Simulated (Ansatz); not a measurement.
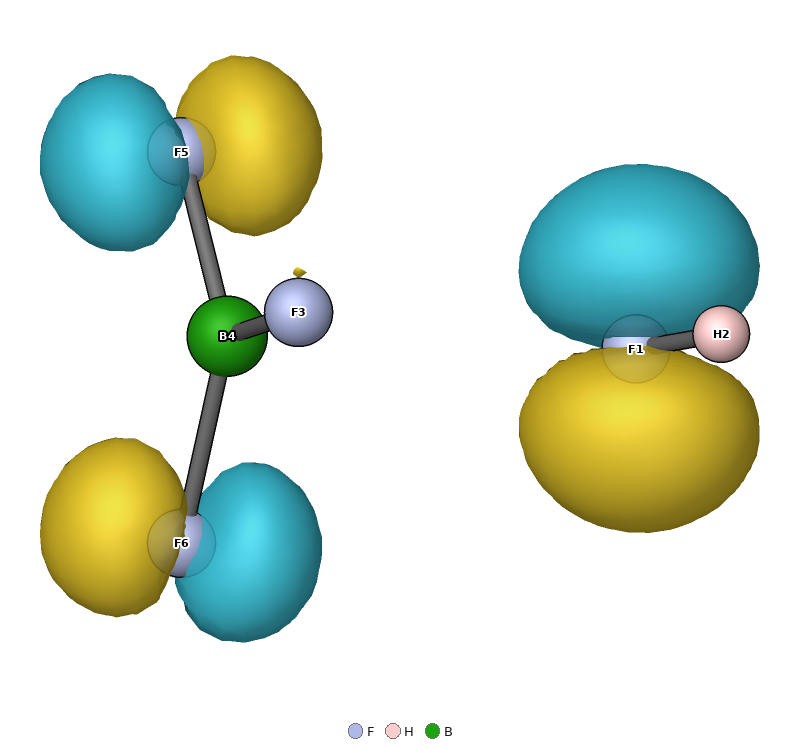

The picture shows: HF···BF3 (SMILES F.FB(F)F). The HOMO−1 at ±0.2 Å⁻³ᐟ² (yellow and cyan are the two phases), seen from one side.

Geometry: PBE0-D4/def2-TZVP.

The calculation used Ansatz 0.2.0, RKS PBE0-D4/def2-TZVPPD.

```yaml
atoms:
  - { symbol: F, position_ang: [-0.3288, -0.4564, -1.5201] }
  - { symbol: H, position_ang: [0.3666, -0.0594, -1.9791] }
  - { symbol: F, position_ang: [1.0588, 0.7872, 0.4837] }
  - { symbol: B, position_ang: [-0.0193, 0.1178, 0.8456] }
  - { symbol: F, position_ang: [-1.1689, 0.7419, 0.9400] }
  - { symbol: F, position_ang: [0.0915, -1.1312, 1.2298] }
```

What is the character of this orbital?

Answer. By Hirshfeld shares it lies mainly on F1 (about 60 %), F5 (about 15 %) and F6 (about 15 %). Its energy is −12.49 eV.
